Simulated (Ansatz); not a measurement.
**One shape, several levels: C4H11P (tert-butylphosphine)**

Aim: a comparison of 6 runs (HF/STO-3G, HF/3-21G, B3LYP/6-31G*, PBE/pcseg-1, PBE0/def2-SVP, MP2/6-31G) of C4H11P (tert-butylphosphine). 

The calculation is run with Ansatz 0.2.0.

7 further runs of the same task are left out: 2 for a known fault of the program, 1 that didn't finish, 4 set aside as unsound or not needed. Runs told in other sessions of the task aren't counted.

### Step 1. The molecule

The species is C4H11P (16 atoms), meant as a singlet with charge 0. As SMILES, `CC(C)(C)P`. The coordinates come from a PBE0-D4/def2-TZVP relaxation. This is one conformer, not always the lowest.

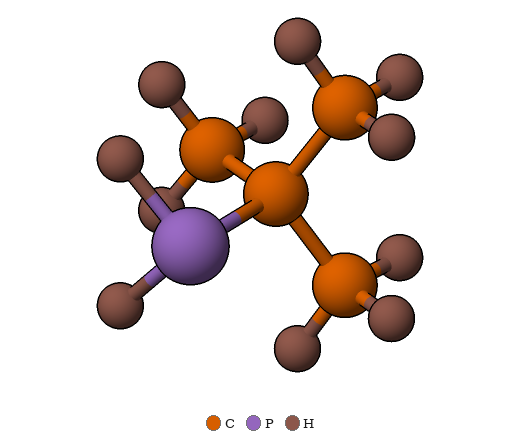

Viewed from a chosen angle; carbon orange, phosphorus purple, hydrogen brown.

### Step 2. Energy and gradient at HF/STO-3G (run 1)

The input, run.yaml:

```yaml
crystal:
  periodic: [false, false, false]
  atoms:
    - {symbol: C, position_ang: [-0.741780, 0.582300, -1.051100]}
    - {symbol: C, position_ang: [0.035910, -0.030370, 0.105610]}
    - {symbol: C, position_ang: [1.479480, 0.466250, 0.087120]}
    - {symbol: C, position_ang: [0.012170, -1.553500, 0.003740]}
    - {symbol: P, position_ang: [-0.680560, 0.421300, 1.774860]}
    - {symbol: H, position_ang: [-0.742250, 1.673450, -0.997130]}
    - {symbol: H, position_ang: [-0.290390, 0.293200, -2.007510]}
    - {symbol: H, position_ang: [-1.780850, 0.244920, -1.055490]}
    - {symbol: H, position_ang: [2.060940, 0.041070, 0.909040]}
    - {symbol: H, position_ang: [1.529020, 1.555730, 0.165270]}
    - {symbol: H, position_ang: [1.962690, 0.177600, -0.852030]}
    - {symbol: H, position_ang: [-1.010560, -1.939840, 0.019660]}
    - {symbol: H, position_ang: [0.562950, -2.019500, 0.824670]}
    - {symbol: H, position_ang: [0.474130, -1.873090, -0.936090]}
    - {symbol: H, position_ang: [-0.829160, 1.815640, 1.538880]}
    - {symbol: H, position_ang: [-2.041750, 0.144830, 1.470480]}
basis:
  gaussian:
    orbitals: STO-3G
hamiltonian:
  xc: hf
accuracy: high
output: {forces: true, orbitals: {seedname: orbitals}}
```

Command:

```bash
$ ansatz run run.yaml --threads 1 --pin off --max-ram 3480MiB --events-out events.jsonl --progress --plain --runs-dir runs
```

Log:

```text
Warning: RAYON_NUM_THREADS=1 ignored (pool sized by the plan → 1); use --threads N
[... 12 lines left out ...]
Total energy: -13413.98608748 eV, -492.9548963885 hartree
[... 16 lines left out ...]
Dipole moment:    -0.028372     0.024747    -0.101634 e Å
```

It took 1.9 s on 1 thread of Arm Neoverse V2, shared host; peak memory 0.097 GiB.

### Step 3. Energy and gradient at HF/3-21G (run 2)

The input, job.yaml:

```yaml
crystal:
  periodic: [false, false, false]
  atoms:
    - {symbol: C, position_ang: [-0.741780, 0.582300, -1.051100]}
    - {symbol: C, position_ang: [0.035910, -0.030370, 0.105610]}
    - {symbol: C, position_ang: [1.479480, 0.466250, 0.087120]}
    - {symbol: C, position_ang: [0.012170, -1.553500, 0.003740]}
    - {symbol: P, position_ang: [-0.680560, 0.421300, 1.774860]}
    - {symbol: H, position_ang: [-0.742250, 1.673450, -0.997130]}
    - {symbol: H, position_ang: [-0.290390, 0.293200, -2.007510]}
    - {symbol: H, position_ang: [-1.780850, 0.244920, -1.055490]}
    - {symbol: H, position_ang: [2.060940, 0.041070, 0.909040]}
    - {symbol: H, position_ang: [1.529020, 1.555730, 0.165270]}
    - {symbol: H, position_ang: [1.962690, 0.177600, -0.852030]}
    - {symbol: H, position_ang: [-1.010560, -1.939840, 0.019660]}
    - {symbol: H, position_ang: [0.562950, -2.019500, 0.824670]}
    - {symbol: H, position_ang: [0.474130, -1.873090, -0.936090]}
    - {symbol: H, position_ang: [-0.829160, 1.815640, 1.538880]}
    - {symbol: H, position_ang: [-2.041750, 0.144830, 1.470480]}
basis:
  gaussian: {orbitals: 3-21G.json}
total_charge: 0
hamiltonian: {xc: hf}
accuracy: high
output: {forces: true, orbitals: {seedname: orbitals}}
```

The basis set 3-21G is read from a file made from the Basis Set Exchange's data (not shown).

Command:

```bash
$ ansatz run job.yaml --threads 1 --pin off --max-ram 3480MiB --events-out events.jsonl --progress --plain --runs-dir runs
```

Log:

```text
Warning: RAYON_NUM_THREADS=1 ignored (pool sized by the plan → 1); use --threads N
[... 13 lines left out ...]
Total energy: -13496.66480822 eV, -495.9932833340 hartree
[... 16 lines left out ...]
Dipole moment:     0.005087     0.009509    -0.322791 e Å
```

Wall time 3 s (1 thread of Arm Neoverse V2, shared host); peak memory 0.19 GiB.

### Step 4. Energy and gradient at B3LYP/6-31G(d) (Cartesian functions) (run 3)

run.yaml, as its differences from that of step 2:

```diff
@@ -21,6 +21,6 @@
   gaussian:
-    orbitals: STO-3G
+    orbitals: "6-31G*"
+output: {forces: true, orbitals: {seedname: orbitals}}
+accuracy: high
 hamiltonian:
-  xc: hf
-accuracy: high
-output: {forces: true, orbitals: {seedname: orbitals}}
+  xc: {name: B3LYP}
```

Command:

```bash
$ ansatz run run.yaml --threads 1 --pin off --max-ram 3480MiB --events-out events.jsonl --progress --plain --runs-dir runs
```

Log:

```text
Warning: RAYON_NUM_THREADS=1 ignored (pool sized by the plan → 1); use --threads N
[... 16 lines left out ...]
Total energy: -13616.46923221 eV, -500.3960147093 hartree
[... 16 lines left out ...]
Dipole moment:     0.004476     0.008408    -0.284951 e Å
```

Wall time 22 s (1 thread of Arm Neoverse V2, shared host); peak memory 0.41 GiB.

Runs 4 to 5 aren't shown in full; the table further down has their settings and results.

### Step 5. Energy and forces at MP2/6-31G (run 6)

The input, molecule.yaml:

```yaml
crystal:
  periodic: [false, false, false]
  atoms:
    - {symbol: C, position_ang: [-0.741780, 0.582300, -1.051100]}
    - {symbol: C, position_ang: [0.035910, -0.030370, 0.105610]}
    - {symbol: C, position_ang: [1.479480, 0.466250, 0.087120]}
    - {symbol: C, position_ang: [0.012170, -1.553500, 0.003740]}
    - {symbol: P, position_ang: [-0.680560, 0.421300, 1.774860]}
    - {symbol: H, position_ang: [-0.742250, 1.673450, -0.997130]}
    - {symbol: H, position_ang: [-0.290390, 0.293200, -2.007510]}
    - {symbol: H, position_ang: [-1.780850, 0.244920, -1.055490]}
    - {symbol: H, position_ang: [2.060940, 0.041070, 0.909040]}
    - {symbol: H, position_ang: [1.529020, 1.555730, 0.165270]}
    - {symbol: H, position_ang: [1.962690, 0.177600, -0.852030]}
    - {symbol: H, position_ang: [-1.010560, -1.939840, 0.019660]}
    - {symbol: H, position_ang: [0.562950, -2.019500, 0.824670]}
    - {symbol: H, position_ang: [0.474130, -1.873090, -0.936090]}
    - {symbol: H, position_ang: [-0.829160, 1.815640, 1.538880]}
    - {symbol: H, position_ang: [-2.041750, 0.144830, 1.470480]}
basis:
  gaussian:
    orbitals: 6-31G
correlation:
  method: mp2
  frozen_orbitals: {C: 1, H: 0, P: 5}
accuracy: high
output: {forces: true, orbitals: {seedname: orbitals}}
```

Command:

```bash
$ ansatz run molecule.yaml --threads 1 --pin off --max-ram 3480MiB --events-out events.jsonl --progress --plain --runs-dir runs
```

Log:

```text
Warning: RAYON_NUM_THREADS=1 ignored (pool sized by the plan → 1); use --threads N
[... 10 lines left out ...]
9 core orbitals not correlated: weight in the atoms' cores, before any rotation towards them, 1.000 or more for the frozen orbitals, at most 0.000 for the correlated occupied ones
[... 4 lines left out ...]
Total energy: -13575.99708451 eV, -498.9086907144 hartree
[... 16 lines left out ...]
Dipole moment:    -0.013617     0.023270    -0.327279 e Å
```

Run time: 10 s. Hardware: 1 thread of Arm Neoverse V2, shared host; peak memory 0.25 GiB.

### Step 6. Overview of the runs

```
run                               level  Cartesian functions  frozen core orbitals  energy (Eh)  dipole moment (D)  HOMO energy (eV)  LUMO energy (eV)  wall time
  1                           HF/STO-3G                   no                     –  -492.954896               0.52             -7.46             12.31      1.9 s
  2                            HF/3-21G                   no                     –  -495.993283               1.55             -9.60              4.92        3 s
  3  B3LYP/6-31G* (Cartesian functions)                  yes                     –  -500.396015               1.37             -6.66              0.88       22 s
  4                         PBE/pcseg-1                   no                     –  -499.955131               1.40             -5.88             -0.28       27 s
  5                       PBE0/def2-SVP                   no                     –  -499.846960               1.30             -6.95              0.89       29 s
  6                           MP2/6-31G                   no                     9  -498.908691               1.58             -9.61              4.53       10 s
```

### Step 7. Outcome

```
                                          quantity          value
                               run 6: total energy  -498.90869 Eh
         run 6: dipole moment (correlated density)         1.58 D
        run 6: HOMO energy (Hartree–Fock orbitals)       -9.61 eV
        run 6: LUMO energy (Hartree–Fock orbitals)        4.53 eV
      run 6: HOMO–LUMO gap (Hartree–Fock orbitals)       14.14 eV
run 6: correlation energy (9 core orbitals frozen)     -435.0 mEh
                   run 6: largest force on an atom     1.317 eV/Å
```

The dipole moment (its size) runs from 0.52 D (HF/STO-3G) to 1.58 D (MP2/6-31G). The two ends differ in method and basis. Over runs 1, 2, 3, 4, 5 the HOMO–LUMO gap runs from 5.59 eV (PBE/pcseg-1) to 19.76 eV (HF/STO-3G). Totals of different functionals can't be ranked against each other. In run 1 the basis is minimal, so the values are rough. All runs together took 93 s, the longest 29 s.
